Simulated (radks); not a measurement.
# Taking charge from the 5s level of In in fractions

What happens to E and to the 5s eigenvalue of In when a fraction of an electron is removed? The exact functional would give straight lines between whole numbers for a frontier level.

Method: scalar-relativistic Kohn-Sham, PBE, spin-polarised, spherical densities, point nucleus; open shells are filled with parallel spins first. Code: radks (a radial shooting solver on a logarithmic mesh, Libxc functionals) version 1.

## Step 1: What is computed

| Quantity | Value |
| --- | --- |
| element | indium (Z = 49) |
| charge | 0 |
| electrons | 49 |
| configuration | [Kr] 4d10 5s(up 1, down 1) 5p1 |

In the logs a row gives level, spin channel, occupation and eigenvalue; Etot, Ekin, Encl (electron-nucleus), Eh (Hartree) and Exc are energies, all in hartree; err is the last residual, it the number of iterations.

A shell typed twice in an input gives spin up, then spin down.

## Step 2: Start: [Kr] 4d10 5s(up 1, down 1) 5p1

The run's settings:

```text
Z 49
configuration [Kr] 4d10 5s1 5s1 5p1
relativity scalar-relativistic
functional pbe,pbe
spin polarised
nucleus point
c 137.035999084
```

Log:

```text
1s      1   1.0000       -1019.95304444
2s      1   1.0000        -152.71468463
2p      1   3.0000        -137.06664865
3s      1   1.0000         -28.97735951
3p      1   3.0000         -23.85331089
3d      1   5.0000         -15.89986731
4s      1   1.0000          -4.39560703
4p      1   3.0000          -2.86948327
4d      1   5.0000          -0.68368217
5s      1   1.0000          -0.31029476
5p      1   1.0000          -0.10210501
1s      2   1.0000       -1019.95265518
2s      2   1.0000        -152.71468319
2p      2   3.0000        -137.06644712
3s      2   1.0000         -28.97708816
3p      2   3.0000         -23.85299858
3d      2   5.0000         -15.89962034
4s      2   1.0000          -4.39510501
4p      2   3.0000          -2.86887251
4d      2   5.0000          -0.68096498
5s      2   1.0000          -0.28912136
5p      2   0.0000          -0.07792588
Etot -5881.641872397894
Ekin 6130.559242679867
Encl -14221.621323462281
Eh 2368.923935484107
Exc -159.50372709958603
err 4.563106120151616e-09
it 14
```

Highest occupied level: 5p up at -2.778 eV.

Sizes of the orbitals, from the radial functions (bohr):

| level | occupation | energy (eV) | <r> | outermost maximum (interpolated) | 90 % within | nodes |
| --- | --- | --- | --- | --- | --- | --- |
| 4p up | 3 | -78.083 | 0.9220 | 0.816 | 1.36 | 2 |
| 4p down | 3 | -78.066 | 0.9217 | 0.816 | 1.36 | 2 |
| 4d up | 5 | -18.604 | 1.185 | 0.931 | 1.87 | 1 |
| 4d down | 5 | -18.530 | 1.180 | 0.931 | 1.86 | 1 |
| 5s up | 1 | -8.444 | 2.619 | 2.17 | 3.93 | 4 |
| 5s down | 1 | -7.867 | 2.599 | 2.14 | 3.91 | 4 |
| 5p up | 1 | -2.778 | 3.704 | 2.87 | 5.79 | 3 |
| 5p down | 0 | -2.120 | 3.714 | 2.84 | 5.82 | 3 |

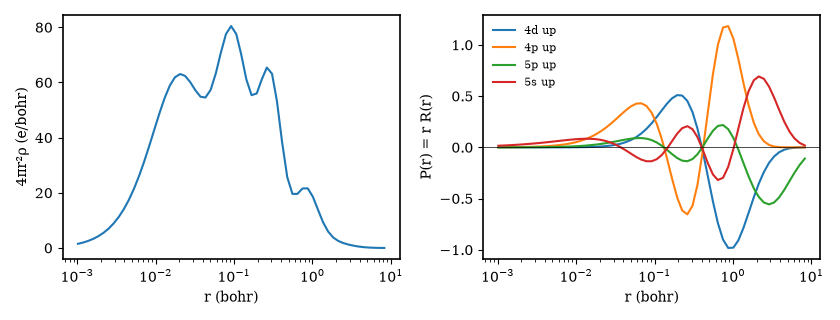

Left: shells in the radial density. Right: radial functions of the outer levels.

## Step 3: 0.125 electron removed from 5s

The run's settings:

```text
Z 49
configuration [Kr] 4d10 5s1 5s0.875 5p1
relativity scalar-relativistic
functional pbe,pbe
spin polarised
nucleus point
c 137.035999084
```

Log:

```text
1s      1   1.0000       -1019.99105450
2s      1   1.0000        -152.75235403
2p      1   3.0000        -137.10434029
3s      1   1.0000         -29.01516437
3p      1   3.0000         -23.89111645
3d      1   5.0000         -15.93763858
4s      1   1.0000          -4.43360741
4p      1   3.0000          -2.90754770
4d      1   5.0000          -0.72183974
5s      1   1.0000          -0.34487310
5p      1   1.0000          -0.13137670
1s      2   1.0000       -1019.99050026
2s      2   1.0000        -152.75230816
2p      2   3.0000        -137.10406656
3s      2   1.0000         -29.01475531
3p      2   3.0000         -23.89066175
3d      2   5.0000         -15.93727405
4s      2   1.0000          -4.43284283
4p      2   3.0000          -2.90657587
4d      2   5.0000          -0.71793861
5s      2   0.8750          -0.31912605
5p      2   0.0000          -0.10347591
Etot -5881.603872994853
Ekin 6130.520887019409
Encl -14219.735330165073
Eh 2367.0896501122334
Exc -159.4790799614226
err 4.491915654095804e-09
it 14
```

Energy against step 2 (start: [Kr] 4d10 5s(up 1, down 1) 5p1): +1.034 eV. 5p up is the highest filled level (-3.575 eV).

## Step 4: 0.25 electron removed from 5s

The run's settings:

```text
Z 49
configuration [Kr] 4d10 5s1 5s0.75 5p1
relativity scalar-relativistic
functional pbe,pbe
spin polarised
nucleus point
c 137.035999084
```

Log:

```text
1s      1   1.0000       -1020.03030412
2s      1   1.0000        -152.79123947
2p      1   3.0000        -137.14324928
3s      1   1.0000         -29.05418787
3p      1   3.0000         -23.93014062
3d      1   5.0000         -15.97662695
4s      1   1.0000          -4.47283016
4p      1   3.0000          -2.94683627
4d      1   5.0000          -0.76120679
5s      1   1.0000          -0.38040671
5p      1   1.0000          -0.16173323
1s      2   1.0000       -1020.02958114
2s      2   1.0000        -152.79114730
2p      2   3.0000        -137.14290160
3s      2   1.0000         -29.05363748
3p      2   3.0000         -23.92953994
3d      2   5.0000         -15.97614170
4s      2   1.0000          -4.47179018
4p      2   3.0000          -2.94548306
4d      2   5.0000          -0.75607769
5s      2   0.7500          -0.35003447
5p      2   0.0000          -0.12991596
Etot -5881.562065749849
Ekin 6130.478715985229
Encl -14217.78747955908
Eh 2365.2005489470484
Exc -159.45385112304774
err 4.0997954883585575e-09
it 14
```

Energy against step 2 (start: [Kr] 4d10 5s(up 1, down 1) 5p1): +2.172 eV. The top filled level is 5p up, -4.401 eV.

## Step 5: 0.375 electron removed from 5s

The run's settings:

```text
Z 49
configuration [Kr] 4d10 5s1 5s0.625 5p1
relativity scalar-relativistic
functional pbe,pbe
spin polarised
nucleus point
c 137.035999084
```

Log:

```text
1s      1   1.0000       -1020.07066532
2s      1   1.0000        -152.83121284
2p      1   3.0000        -137.18324753
3s      1   1.0000         -29.09430182
3p      1   3.0000         -23.97025520
3d      1   5.0000         -16.01670427
4s      1   1.0000          -4.51314628
4p      1   3.0000          -2.98721968
4d      1   5.0000          -0.80165337
5s      1   1.0000          -0.41678458
5p      1   1.0000          -0.19304667
1s      2   1.0000       -1020.06976945
2s      2   1.0000        -152.83107227
2p      2   3.0000        -137.18282387
3s      2   1.0000         -29.09360608
3p      2   3.0000         -23.96950452
3d      2   5.0000         -16.01609472
4s      2   1.0000          -4.51181604
4p      2   3.0000          -2.98546181
4d      2   5.0000          -0.79524751
5s      2   0.6250          -0.38174140
5p      2   0.0000          -0.15713804
Etot -5881.5163448182675
Ekin 6130.432596211353
Encl -14215.783960585995
Eh 2363.2631869581282
Exc -159.42816740175263
err 3.718963429718809e-09
it 14
```

Energy against step 2 (start: [Kr] 4d10 5s(up 1, down 1) 5p1): +3.416 eV. Highest occupied level: 5p up at -5.253 eV.

## Step 6: 0.5 electron removed from 5s

The run's settings:

```text
Z 49
configuration [Kr] 4d10 5s1 5s0.5 5p1
relativity scalar-relativistic
functional pbe,pbe
spin polarised
nucleus point
c 137.035999084
```

Log:

```text
1s      1   1.0000       -1020.11204656
2s      1   1.0000        -152.87218288
2p      1   3.0000        -137.22424373
3s      1   1.0000         -29.13541461
3p      1   3.0000         -24.01136863
3d      1   5.0000         -16.05777905
4s      1   1.0000          -4.55446320
4p      1   3.0000          -3.02860493
4d      1   5.0000          -0.84308553
5s      1   1.0000          -0.45392460
5p      1   1.0000          -0.22521847
1s      2   1.0000       -1020.11097335
2s      2   1.0000        -152.87199149
2p      2   3.0000        -137.22374171
3s      2   1.0000         -29.13456914
3p      2   3.0000         -24.01046351
3d      2   5.0000         -16.05704119
4s      2   1.0000          -4.55282553
4p      2   3.0000          -3.02641595
4d      2   5.0000          -0.83535071
5s      2   0.5000          -0.41418251
5p      2   0.0000          -0.18505721
Etot -5881.4666147389435
Ekin 6130.382412511145
Encl -14213.729208221954
Eh 2361.2823030322875
Exc -159.40212206042304
err 3.8117900323131e-09
it 14
```

E − E(step 2, start: [Kr] 4d10 5s(up 1, down 1) 5p1) = +4.769 eV. 5p up is the highest filled level (-6.129 eV).

## Step 7: 0.625 electron removed from 5s

The run's settings:

```text
Z 49
configuration [Kr] 4d10 5s1 5s0.375 5p1
relativity scalar-relativistic
functional pbe,pbe
spin polarised
nucleus point
c 137.035999084
```

Log:

```text
1s      1   1.0000       -1020.15437992
2s      1   1.0000        -152.91408231
2p      1   3.0000        -137.26617054
3s      1   1.0000         -29.17745837
3p      1   3.0000         -24.05341304
3d      1   5.0000         -16.09978358
4s      1   1.0000          -4.59671172
4p      1   3.0000          -3.07092230
4d      1   5.0000          -0.88543234
5s      1   1.0000          -0.49176241
5p      1   1.0000          -0.25816881
1s      2   1.0000       -1020.15312467
2s      2   1.0000        -152.91383726
2p      2   3.0000        -137.26558739
3s      2   1.0000         -29.17645844
3p      2   3.0000         -24.05234866
3d      2   5.0000         -16.09891290
4s      2   1.0000          -4.59474687
4p      2   3.0000          -3.06827246
4d      2   5.0000          -0.87631469
5s      2   0.3750          -0.44731228
5p      2   0.0000          -0.21357597
Etot -5881.4127866325725
Ekin 6130.328062020941
Encl -14211.626528813373
Eh 2359.2614646106003
Exc -159.37578445074055
err 6.961456447589079e-09
it 14
```

E − E(step 2, start: [Kr] 4d10 5s(up 1, down 1) 5p1) = +6.234 eV. Highest occupied level: 5p up at -7.025 eV.

## Step 8: 0.75 electron removed from 5s

The run's settings:

```text
Z 49
configuration [Kr] 4d10 5s1 5s0.25 5p1
relativity scalar-relativistic
functional pbe,pbe
spin polarised
nucleus point
c 137.035999084
```

Log:

```text
1s      1   1.0000       -1020.19761291
2s      1   1.0000        -152.95685952
2p      1   3.0000        -137.30897628
3s      1   1.0000         -29.22038072
3p      1   3.0000         -24.09633606
3d      1   5.0000         -16.14266568
4s      1   1.0000          -4.63983778
4p      1   3.0000          -3.11411717
4d      1   5.0000          -0.92863791
5s      1   1.0000          -0.53024576
5p      1   1.0000          -0.29183074
1s      2   1.0000       -1020.19617078
2s      2   1.0000        -152.95655751
2p      2   3.0000        -137.30830881
3s      2   1.0000         -29.21922121
3p      2   3.0000         -24.09510718
3d      2   5.0000         -16.14165716
4s      2   1.0000          -4.63752337
4p      2   3.0000          -3.11097361
4d      2   5.0000          -0.91808410
5s      2   0.2500          -0.48105700
5p      2   0.0000          -0.24249153
Etot -5881.354778279162
Ekin 6130.269452150384
Encl -14209.478489618028
Eh 2357.203469354582
Exc -159.34921016609945
err 1.6800703230241785e-09
it 14
```

Energy against step 2 (start: [Kr] 4d10 5s(up 1, down 1) 5p1): +7.812 eV. 5p up is the highest filled level (-7.941 eV).

## Step 9: 0.875 electron removed from 5s

The run's settings:

```text
Z 49
configuration [Kr] 4d10 5s1 5s0.125 5p1
relativity scalar-relativistic
functional pbe,pbe
spin polarised
nucleus point
c 137.035999084
```

Log:

```text
1s      1   1.0000       -1020.24170016
2s      1   1.0000        -153.00046903
2p      1   3.0000        -137.35261552
3s      1   1.0000         -29.26413579
3p      1   3.0000         -24.14009184
3d      1   5.0000         -16.18637956
4s      1   1.0000          -4.68379438
4p      1   3.0000          -3.15814244
4d      1   5.0000          -0.97265568
5s      1   1.0000          -0.56933344
5p      1   1.0000          -0.32614870
1s      2   1.0000       -1020.24006601
2s      2   1.0000        -153.00010667
2p      2   3.0000        -137.35186038
3s      2   1.0000         -29.26281138
3p      2   3.0000         -24.13869299
3d      2   5.0000         -16.18522795
4s      2   1.0000          -4.68110688
4p      2   3.0000          -3.15447107
4d      2   5.0000          -0.96061394
5s      2   0.1250          -0.51515096
5p      2   0.0000          -0.27116497
Etot -5881.292525604373
Ekin 6130.206506855442
Encl -14207.287292173352
Eh 2355.110728151868
Exc -159.3224684383303
err 1.1564587339520995e-09
it 15
```

E − E(step 2, start: [Kr] 4d10 5s(up 1, down 1) 5p1) = +9.506 eV. Highest occupied level: 5p up at -8.875 eV.

## Step 10: 1 electron removed from 5s

The run's settings:

```text
Z 49
configuration [Kr] 4d10 5s1 5s0 5p1
relativity scalar-relativistic
functional pbe,pbe
spin polarised
nucleus point
c 137.035999084
```

Log:

```text
1s      1   1.0000       -1020.28658222
2s      1   1.0000        -153.04484349
2p      1   3.0000        -137.39702160
3s      1   1.0000         -29.30866071
3p      1   3.0000         -24.18461737
3d      1   5.0000         -16.23086090
4s      1   1.0000          -4.72852470
4p      1   3.0000          -3.20294474
4d      1   5.0000          -1.01744403
5s      1   1.0000          -0.60901063
5p      1   1.0000          -0.36109257
1s      2   1.0000       -1020.28474984
2s      2   1.0000        -153.04442021
2p      2   3.0000        -137.39617740
3s      2   1.0000         -29.30716663
3p      2   3.0000         -24.18304385
3d      2   5.0000         -16.22956295
4s      2   1.0000          -4.72544868
4p      2   3.0000          -3.19871920
4d      2   5.0000          -1.00385209
5s      2   0.0000          -0.54828790
5p      2   0.0000          -0.29657397
Etot -5881.226043302152
Ekin 6130.139194941723
Encl -14205.0555473399
Eh 2352.9860695499838
Exc -159.29576045395868
err 1.2390475405106146e-09
it 15
```

E − E(step 2, start: [Kr] 4d10 5s(up 1, down 1) 5p1) = +11.315 eV. 5p up is the highest filled level (-9.826 eV).

## Step 11: Results

| removed (e) | E − E(0) (eV) | eigenvalue (eV) | E minus straight line (eV) |
| --- | --- | --- | --- |
| 0 | 0.000 | -7.867 | 0.000 |
| 0.125 | 1.034 | -8.684 | -0.380 |
| 0.25 | 2.172 | -9.525 | -0.657 |
| 0.375 | 3.416 | -10.388 | -0.827 |
| 0.5 | 4.769 | -11.270 | -0.889 |
| 0.625 | 6.234 | -12.172 | -0.838 |
| 0.75 | 7.812 | -13.090 | -0.674 |
| 0.875 | 9.506 | -14.018 | -0.395 |
| 1 | 11.315 | -14.920 | 0.000 |

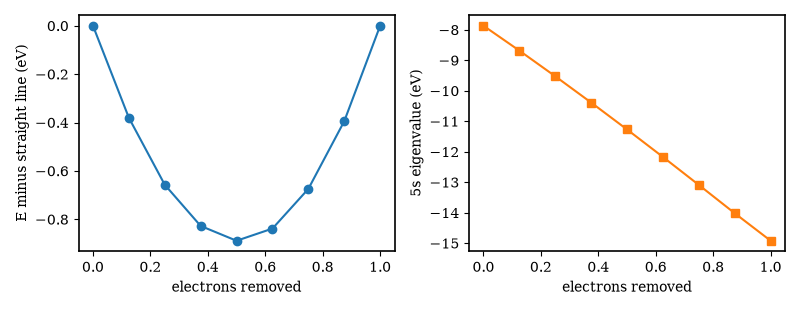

Left: the energy against the straight line between the ends. Right: the eigenvalue of the level emptied.

In words: Removing the whole electron costs 11.315 eV, against 7.867 eV from minus the starting eigenvalue. Slater's transition state, half an electron removed, gives 11.270 eV. The trapezoid integral of minus the eigenvalue gives 11.318 eV over the range, against 11.315 eV from the energies (Janak's theorem; approximate here, since the scalar-relativistic density holds large components alone). The eigenvalue moves by 7.05 eV per electron. E bends below the straight line by 0.89 eV at 0.5 electron removed.
